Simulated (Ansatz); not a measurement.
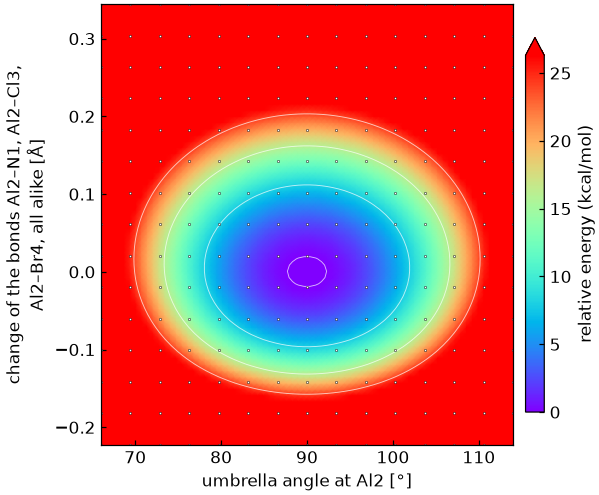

AlBrClH₂N, SMILES [NH2][Al]([Cl])[Br]. The first coordinate is: umbrella angle at Al2 (between each of its bonds and their common axis; 90 is planar); the second: change of the bonds Al2–N1, Al2–Cl3, Al2–Br4, all alike. Nothing is relaxed (all other coordinates rigid). Grid: 15 × 15 points; 120 points were computed and 105 follow by symmetry. Points are written as (first, second). Energies are in kcal/mol, from the lowest grid point. Computed with RHF/def2-TZVP (Ansatz).

In the figure: a smooth colour map with a few white contour lines, dots at the grid points, one colour for all values above the top of the scale. Between grid points the surface is interpolated.

### Where is the minimum, and how stiff is the well along each coordinate?

The interpolated minimum is at the first coordinate ≈ 90.0°, the second coordinate ≈ 0.000 Å. The curvatures there are about 16 eV/rad² and 67 eV/Å², with a cross term of about 0 eV/(rad·Å). Round the minimum the two coordinates are nearly uncoupled. (1 eV is 23.1 kcal/mol.)
